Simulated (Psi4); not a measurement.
**Cl2 (chlorine) at B3LYP/6-31G(d) (spherical functions, sweep point 3)**

What is the vertical electron affinity of Cl2 (chlorine) at B3LYP/6-31G* (spherical functions, sweep point 3)? Input form: a Python script.

Program for the calculation: Psi4 1.11.

### 1 Starting point

The species is Cl2 (2 atoms), meant as a singlet with charge 0. SMILES: `ClCl`. The coordinates come from a GFN2-xTB relaxation.

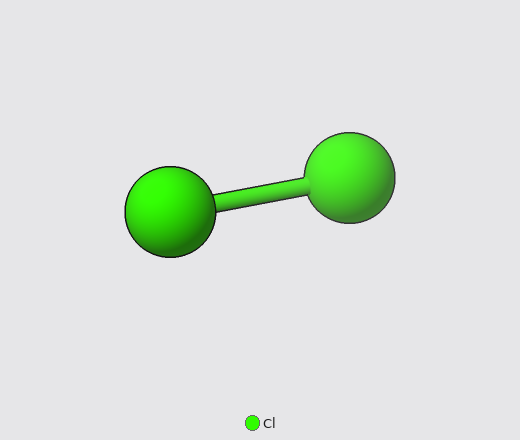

The structure, seen from a chosen angle (chlorine green).

### 2 The energy at B3LYP/6-31G(d) (spherical functions, sweep point 3)

Input file job.py:

```python
import psi4

psi4.set_memory(1600000000)
psi4.set_num_threads(1)
psi4.core.set_output_file('psi4.out', False)

molecule = psi4.geometry("""
0 1
Cl     0.859850    -0.286310     0.440860
Cl    -0.859850     0.286310    -0.440860
symmetry c1
""")

options = {'basis': '6-31G*', 'puream': True, 'scf_type': 'pk', 'dft_radial_points': 99, 'dft_spherical_points': 590}
psi4.set_options(options)

energy_value, wavefunction = psi4.energy("b3lyp", return_wfn=True)
print(f'total energy {energy_value:.8f} hartree = {energy_value * 27.211386:.5f} eV')
for k, v in sorted(psi4.core.scalar_variables().items()):
    print(f'{k:45s} {v:18.10f}')
```

Launch:

```
python job.py
```

psi4.out (excerpt; [...] marks lines left out):

```text
[...]
  Running in c1 symmetry.
[...]
  Nuclear repulsion =   75.873834115185900
[...]
  Multiplicity = 1
[...]
  Nalpha       = 17
  Nbeta        = 17
[...]
    Number of basis functions: 36
[...]
   @RKS iter   1:  -920.33278428396454   -4.42892e-02   3.62884e-03 DIIS/ADIIS
[...]
   @RKS iter   6:  -920.34266174774496   -6.13420e-09   3.41246e-08 DIIS
[...]
    Orbital Energies [Eh]
    ---------------------
    Doubly Occupied:
       1A   -101.581547     2A   -101.581519     3A     -9.513373
       4A     -9.513297     5A     -7.280091     6A     -7.280076
       7A     -7.264651     8A     -7.264651     9A     -7.264626
      10A     -7.264626    11A     -0.939847    12A     -0.774624
      13A     -0.476267    14A     -0.409802    15A     -0.409802
      16A     -0.311478    17A     -0.311478
[...]
  @RKS Final Energy:  -920.34266174774496
   => Energetics <=
    Nuclear Repulsion Energy =             75.8738341151859004
    One-Electron Energy =               -1421.2182131991073675
    Two-Electron Energy =                 470.5048728592081488
    DFT Exchange-Correlation Energy =     -45.5031555230316656
    Empirical Dispersion Energy =           0.0000000000000000
    VV10 Nonlocal Energy =                  0.0000000000000000
    Total Energy =                       -920.3426617477449554
[...]
 Multipole Moments:
 ------------------------------------------------------------------------------------
     Multipole            Electronic (a.u.)      Nuclear  (a.u.)        Total (a.u.)
 ------------------------------------------------------------------------------------
 L = 1.  Multiply by 2.5417464519 to convert [e a0] to [Debye]
 Dipole X            :         -0.0000000            0.0000000           -0.0000000
 Dipole Y            :          0.0000000            0.0000000            0.0000000
 Dipole Z            :          0.0000000            0.0000000            0.0000000
 Magnitude           :                                                    0.0000000
[...]
```

On the terminal:

```text
total energy -920.34266175 hartree = -25043.79942 eV
CURRENT ENERGY                                   -920.3426617477
CURRENT REFERENCE ENERGY                         -920.3426617477
DD SOLVATION ENERGY                                 0.0000000000
DFT FUNCTIONAL TOTAL ENERGY                      -920.3426617477
DFT TOTAL ENERGY                                 -920.3426617477
DFT VV10 ENERGY                                     0.0000000000
DFT XC ENERGY                                     -45.5031555230
GRID ELECTRONS ALPHA                               17.0000000529
GRID ELECTRONS BETA                                17.0000000529
GRID ELECTRONS TOTAL                               34.0000001058
NUCLEAR REPULSION ENERGY                           75.8738341152
ONE-ELECTRON ENERGY                             -1421.2182131991
PCM POLARIZATION ENERGY                             0.0000000000
PE ENERGY                                           0.0000000000
SCF ITERATION ENERGY                             -920.3426617477
SCF ITERATIONS                                      6.0000000000
SCF TOTAL ENERGY                                 -920.3426617477
TWO-ELECTRON ENERGY                               470.5048728592
XC GRID RADIAL POINTS                              99.0000000000
XC GRID SPHERICAL POINTS                          590.0000000000
XC GRID TOTAL POINTS                           103542.0000000000
```

Wall time 4.2 s (1 thread of AMD EPYC 7R43 (Zen 3), shared host); peak memory 0.29 GiB.

### 3 The doublet anion

Input file calc.py:

```python
import psi4

psi4.set_memory(1600000000)
psi4.set_num_threads(1)
psi4.set_output_file('cl2.out', False)

m = psi4.geometry("""
-1 2
Cl     0.859850    -0.286310     0.440860
Cl    -0.859850     0.286310    -0.440860
symmetry c1
""")

psi4.set_options({
    'basis': '6-31G*',
    'reference': 'uks',
    'puream': True,
    'scf_type': 'pk',
    'dft_radial_points': 99,
    'dft_spherical_points': 590,
    'maxiter': 150,
})

e = psi4.energy("b3lyp")
print('E =', round(e, 9))
for k, v in sorted(psi4.core.scalar_variables().items()):
    print(f'{k:45s} {v:18.10f}')
```

Launch:

```
python calc.py
```

cl2.out:

```text
[...]
  Running in c1 symmetry.
[...]
  Nuclear repulsion =   75.873834115185900
[...]
  Multiplicity = 2
[...]
  Nalpha       = 18
  Nbeta        = 17
[...]
    Number of basis functions: 36
[...]
   @UKS iter   1:  -920.29516146294770   -6.66633e-03   9.04829e-03 ADIIS/DIIS
[...]
   @UKS iter   6:  -920.36855678082543   -5.15104e-08   5.86963e-07 DIIS
[...]
   @S^2 Observed:                7.515308930E-01
[...]
    Orbital Energies [Eh]
    ---------------------
    Alpha Occupied:
       1A   -101.252071     2A   -101.252043     3A     -9.187108
       4A     -9.187008     5A     -6.951912     6A     -6.951897
       7A     -6.940157     8A     -6.940157     9A     -6.940123
      10A     -6.940123    11A     -0.639324    12A     -0.485301
      13A     -0.195271    14A     -0.124516    15A     -0.124516
      16A     -0.026566    17A     -0.026566    18A      0.081428
    Alpha Virtual:
      19A      0.576488    20A      0.614999    21A      0.661941
      22A      0.661941    23A      0.663219    24A      0.702651
      25A      0.702651    26A      0.776617    27A      1.006595
[...]
  @UKS Final Energy:  -920.36855678082543
   => Energetics <=
    Nuclear Repulsion Energy =             75.8738341151859004
    One-Electron Energy =               -1431.8821036936085420
    Two-Electron Energy =                 481.4330776851595033
    DFT Exchange-Correlation Energy =     -45.7933648875623405
    Empirical Dispersion Energy =           0.0000000000000000
    VV10 Nonlocal Energy =                  0.0000000000000000
    Total Energy =                       -920.3685567808254291
[...]
 Multipole Moments:
 ------------------------------------------------------------------------------------
     Multipole            Electronic (a.u.)      Nuclear  (a.u.)        Total (a.u.)
 ------------------------------------------------------------------------------------
 L = 1.  Multiply by 2.5417464519 to convert [e a0] to [Debye]
 Dipole X            :          0.0000000            0.0000000            0.0000000
 Dipole Y            :          0.0000000            0.0000000            0.0000000
 Dipole Z            :         -0.0000000            0.0000000           -0.0000000
 Magnitude           :                                                    0.0000000
[...]
```

On the terminal:

```text
E = -920.368556781
CURRENT ENERGY                                   -920.3685567808
CURRENT REFERENCE ENERGY                         -920.3685567808
DD SOLVATION ENERGY                                 0.0000000000
DFT FUNCTIONAL TOTAL ENERGY                      -920.3685567808
DFT TOTAL ENERGY                                 -920.3685567808
DFT VV10 ENERGY                                     0.0000000000
DFT XC ENERGY                                     -45.7933648876
GRID ELECTRONS ALPHA                               18.0000000463
GRID ELECTRONS BETA                                17.0000000538
GRID ELECTRONS TOTAL                               35.0000001001
NUCLEAR REPULSION ENERGY                           75.8738341152
ONE-ELECTRON ENERGY                             -1431.8821036936
PCM POLARIZATION ENERGY                             0.0000000000
PE ENERGY                                           0.0000000000
SCF ITERATION ENERGY                             -920.3685567808
SCF ITERATIONS                                      6.0000000000
SCF TOTAL ENERGY                                 -920.3685567808
TWO-ELECTRON ENERGY                               481.4330776852
XC GRID RADIAL POINTS                              99.0000000000
XC GRID SPHERICAL POINTS                          590.0000000000
XC GRID TOTAL POINTS                           103542.0000000000
```

Run time: 5.4 s. Hardware: 1 thread of AMD EPYC 7R43 (Zen 3), shared host; peak memory 0.29 GiB.

### 4 Outcome

Level: B3LYP/6-31G* (spherical functions, sweep point 3).

```
                                         quantity          value
                        singlet Cl2: total energy  -920.34266 Eh
                       singlet Cl2: dipole moment         0.00 D
                         singlet Cl2: HOMO energy       -8.48 eV
                         singlet Cl2: LUMO energy       -3.64 eV
                       singlet Cl2: HOMO–LUMO gap        4.83 eV
                      doublet anion: total energy  -920.36856 Eh
doublet anion: HOMO energy (highest over α and β)        2.22 eV
 doublet anion: LUMO energy (lowest over α and β)        4.99 eV
                              doublet anion: ⟨S²⟩          0.752
vertical electron affinity (to the doublet anion)       0.705 eV
```

In words: At fixed nuclei the extra electron is bound by 0.70 eV (68.0 kJ/mol). The basis has no diffuse functions, so the error can be as large as this value. The HOMO (doublet anion) lies at positive energy, 2.22 eV; only total energies tell whether the electron is bound.
